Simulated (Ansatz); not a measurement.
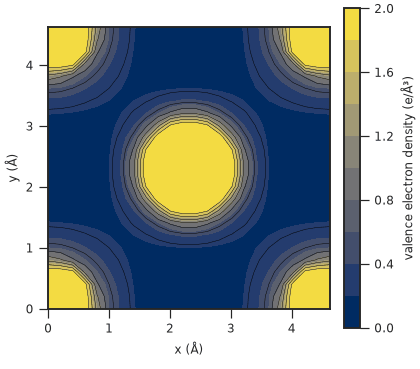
Fig. 1. Valence electron density (e/Å³), cut off at 2 on a lattice plane, r²SCAN in the plane-wave PAW code Ansatz

### Question
Which compound is it?
A. MgS, rock salt
B. BeS, zinc blende
C. Pt, fcc (Cu type)
D. TePb, rock salt

### Answer
D, TePb, rock salt. Atoms in the plane, in fractions of its two edges: Te at (0.00, 0.00), Pb at (0.50, 0.50).

The density is the valence pseudo-density with augmentation charge, so density and ELF within about 1 Å of a nucleus are not all-electron values.

Space group Fm-3m (rock salt). Symmetry was held in the r²SCAN relaxation; of distortions, only those at the zone centre were tested. Spin–orbit coupling is left out wherever it is not named.

Potentials: the later of the program's two PAW sets.
